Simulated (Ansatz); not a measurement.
Hypothetical diamond Na: pressure series

The reference is Na in the diamond structure (space group Fd-3m, No. 227; a hypothetical phase, not in the database extracts checked).

```
CELL_PARAMETERS angstrom
      0.00000     3.74459     3.74459
      3.74459     0.00000     3.74459
      3.74459     3.74459     0.00000
ATOMIC_POSITIONS crystal
  Na 0.25000 0.25000 0.25000
  Na 0.00000 0.00000 0.00000
```

Cell and atoms are relaxed at each pressure.

Method: Kohn–Sham DFT with the PBEsol functional, run in Ansatz (a quantum-chemistry and plane-wave program) with PAW and 420 eV plane waves, spin-orbit coupling left out.

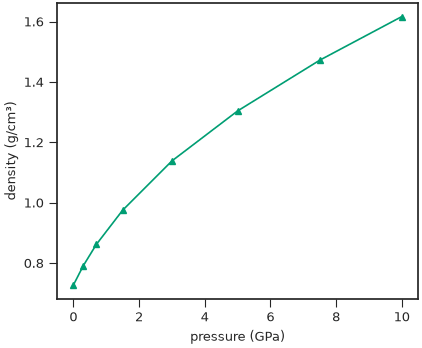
Fig. 1. Density against pressure

```csv
pressure (GPa),density
0.3,0.79 g/cm³
0.7,0.86 g/cm³
1.5,0.98 g/cm³
3,1.14 g/cm³
5,1.30 g/cm³
7.5,1.47 g/cm³
10,1.62 g/cm³
```

Load acts through the strain it causes; cell and atoms are relaxed under it. Stability against distortions was not tested. Competing high-pressure phases were not computed.
